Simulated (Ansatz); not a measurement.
# doublet OH at 6 levels

We compute a comparison of 6 runs (U-wB97M-V/aug-cc-pVTZ, UBHLYP/aug-cc-pVTZ, UBLYP/aug-cc-pVTZ, RPA@PBE0/aug-cc-pVTZ, UMP2/aug-cc-pVTZ, UCCSD(T)/aug-cc-pVTZ) of doublet OH. 

The results are computed with Ansatz 0.2.0.

## (1) Starting point

OH has 2 atoms, charge 0, and is taken as a doublet. SMILES of the parent species: `[OH-]`. The coordinates come from a PBE0-D4/def2-TZVPD relaxation. That shape belongs to the parent species and isn't relaxed for this state.

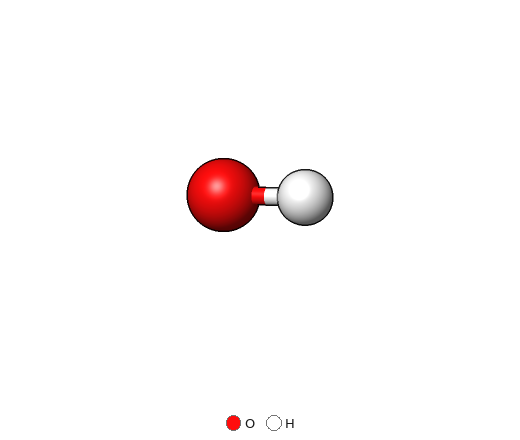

The structure, seen from a chosen angle (oxygen red, hydrogen white).

## (2) The energy at U-wB97M-V/aug-cc-pVTZ (run 1)

Input file run.yaml:

```yaml
crystal:
  periodic: [false, false, false]
  atoms:
    - symbol: O
      position_ang: [0.411800, -0.131800, 0.212500]
    - symbol: H
      position_ang: [-0.411800, 0.131800, -0.212500]
basis:
  gaussian: {orbitals: aug-cc-pVTZ}
magnetization: {spin_polarized: true, initial_magnetization: 1}
hamiltonian: {xc: {name: wB97M-V}}
accuracy: high
output: {orbitals: {seedname: orbitals}}
```

Run with:

```
$ ansatz run run.yaml --threads 1 --pin off --max-ram 3480MiB --events-out events.jsonl --progress --plain --runs-dir runs
```

What it wrote:

```text
Warning: RAYON_NUM_THREADS=1 ignored (pool sized by the plan → 1); use --threads N
Functional definition: wB97M-V
  name "wB97M-V"
  parameter omega = 0.3/bohr
  parameter cx = 0.15
  parameter cx01 = 1.007
  parameter cx10 = 0.259
  parameter css00 = 0.443
  parameter css04 = -1.437
  parameter css10 = -4.535
  parameter css20 = -3.390
  parameter css43 = 4.278
  parameter cos00 = 1.000
  parameter cos10 = 1.358
  parameter cos20 = 2.924
  parameter cos21 = -8.812
  parameter cos60 = -1.390
  parameter cos61 = 9.142
  parameter b = 6.0
  parameter c = 0.01
  gx(w, u) = 1 - cx + cx01*u + cx10*w
  gss(w, u) = css00 + css04*u^4 + css10*w + css20*w^2 + css43*w^4*u^3
  gos(w, u) = cos00 + cos10*w + (cos20 + cos21*u)*w^2 + (cos60 + cos61*u)*w^6
  exchange = spin_sum(e_x_unif_sr(omega)*gx(b97_w, b97_u_x)) + cx*exact_x_sr(omega) + exact_x_lr(omega)
  correlation = spin_sum(e_c_pw_mod_same_spin*gss(b97_w, b97_u_same))
      + integral(e_c_pw_mod_opposite_spin*gos(b97_w_opposite, b97_u_opposite)) + vv10(b, c)
898 factors; integrals over basis functions are off by at most 3.4e-9 eV
196 factors; integrals over basis functions are off by at most 2.4e-9 eV
mean field evaluation 1: about -2060.1146 eV, gradient 1.6e1 eV
mean field evaluation 2: about -2060.4149 eV, gradient 1.4e1 eV
mean field evaluation 4: about -2060.9968 eV, gradient 6.2e-1 eV
mean field evaluation 8: about -2060.9984 eV, gradient 2.8e-2 eV
mean field evaluation 16: about -2060.9984 eV, gradient 1.1e-6 eV
mean field -2060.99836228 eV, -75.7402928189 hartree, gradient 2.4e-8 eV, S^2 0.752766; 0 other end points of the search recorded, 0 dependent functions left out
reference -2060.99836596 eV, -75.7402929541 hartree; 5, 4 occupied and 64, 65 virtual orbitals, 898 factors
Total energy: -2060.99836596 eV, -75.7402929541 hartree
```

Wall time 9 s (1 thread of Arm Neoverse V1, shared host); peak memory 0.27 GiB.

## (3) The energy at UBHLYP/aug-cc-pVTZ (run 2)

Input file in.yaml:

```yaml
crystal:
  periodic: [false, false, false]
  atoms:
    - {symbol: O, position_ang: [0.411800, -0.131800, 0.212500]}
    - {symbol: H, position_ang: [-0.411800, 0.131800, -0.212500]}
basis:
  gaussian:
    orbitals: aug-cc-pVTZ
magnetization:
  spin_polarized: true
  initial_magnetization: 1
hamiltonian:
  xc: {name: BHLYP}
accuracy: high
output:
  orbitals: {seedname: orbitals}
```

Run with:

```
$ ansatz run in.yaml --threads 1 --pin off --max-ram 3480MiB --events-out events.jsonl --progress --plain --runs-dir runs
```

What it wrote:

```text
Warning: RAYON_NUM_THREADS=1 ignored (pool sized by the plan → 1); use --threads N
Functional definition: BHLYP
  name "BHLYP"
  parameter a = 0.5
  exchange = (1 - a)*b88_x + a*exact_x
  correlation = lyp_c
898 factors; integrals over basis functions are off by at most 3.4e-9 eV
mean field evaluation 1: about -2060.0345 eV, gradient 1.6e1 eV
mean field evaluation 2: about -2060.2240 eV, gradient 1.4e1 eV
mean field evaluation 4: about -2060.8784 eV, gradient 1.2e-1 eV
mean field evaluation 8: about -2060.8788 eV, gradient 2.5e-3 eV
mean field evaluation 16: about -2060.8788 eV, gradient 1.8e-7 eV
mean field -2060.87881992 eV, -75.7358997183 hartree, gradient 2.5e-8 eV, S^2 0.753450; 0 other end points of the search recorded, 0 dependent functions left out
reference -2060.87883887 eV, -75.7359004146 hartree; 5, 4 occupied and 64, 65 virtual orbitals, 898 factors
Total energy: -2060.87883887 eV, -75.7359004146 hartree
```

Wall time 1.7 s (1 thread of Arm Neoverse V1, shared host); peak memory 0.12 GiB.

Runs 3 to 5 aren't shown in full; the table further down has their settings and results.

## (4) A single-point energy at UCCSD(T)/aug-cc-pVTZ (run 6)

Input file run.yaml:

```yaml
basis:
  gaussian: {orbitals: aug-cc-pVTZ}
crystal:
  periodic: [false, false, false]
  atoms:
    - {symbol: O, position_ang: [0.411800, -0.131800, 0.212500]}
    - {symbol: H, position_ang: [-0.411800, 0.131800, -0.212500]}
magnetization: {spin_polarized: true, initial_magnetization: 1}
correlation: {method: ccsd_t, frozen_orbitals: {H: 0, O: 1}}
accuracy: high
scf: {omitted_lower_state_checks: [cluster_reference, increment]}
```

Run with:

```
$ ansatz run run.yaml --threads 1 --pin off --max-ram 3480MiB --events-out events.jsonl --progress --plain --runs-dir runs
```

What it wrote, cut to the lines that bear on the results:

```text
Warning: RAYON_NUM_THREADS=1 ignored (pool sized by the plan → 1); use --threads N
Functional definition: HF
  name "HF"
[...]
898 factors; integrals over basis functions are off by at most 3.4e-9 eV
[...]
mean field -2052.33241356 eV, -75.4218250773 hartree, gradient 2.7e-8 eV, S^2 0.757001; 2 other end points of the search recorded, 0 dependent functions left out
1 core orbitals not correlated: weight in the atoms' cores, before any rotation towards them, 1.000 or more for the frozen orbitals, at most 0.000 for the correlated occupied ones
reference -2052.33241356 eV, -75.4218250773 hartree; 4, 3 occupied and 64, 65 virtual orbitals, 898 factors
second order -5.56418232 eV of doubles, -0.00000000 eV of singles
cycle   1  -5.79135483 eV  change   -2.3e-1 eV  update   3.8e-2
[...]
cycle  22  -5.92734261 eV  change   5.3e-10 eV  update  5.5e-10
perturbative correction -0.15917730 eV, -0.0058496578 hartree
Total energy: -2058.41893346 eV, -75.6455005583 hartree
Checks for a lower state left out: cluster_reference, increment
```

Wall time 5.7 s (1 thread of Arm Neoverse V1, shared host); peak memory 0.37 GiB.

## (5) Overview of the runs

```
run                  level  frozen core orbitals  energy (Eh)   ⟨S²⟩  wall time
  1  U-wB97M-V/aug-cc-pVTZ                     –   -75.740293  0.753        9 s
  2     UBHLYP/aug-cc-pVTZ                     –   -75.735900  0.753      1.7 s
  3      UBLYP/aug-cc-pVTZ                     –   -75.755380  0.752      3.3 s
  4   RPA@PBE0/aug-cc-pVTZ                     1   -75.734652  0.753      2.5 s
  5       UMP2/aug-cc-pVTZ                     1   -75.626305  0.757     0.72 s
  6   UCCSD(T)/aug-cc-pVTZ                     1   -75.645501  0.757      5.7 s
```

## (6) Outcome

```
                                         quantity         value
                              run 6: total energy  -75.64550 Eh
run 6: correlation energy (1 core orbital frozen)    -223.7 mEh
                            run 6: (T) correction     -5.85 mEh
         run 6: ⟨S²⟩ of the reference determinant         0.757
                             run 6: T1 diagnostic         0.010
```

In words: Totals of different functionals can't be ranked against each other. All runs together took 23 s, the longest 9 s.
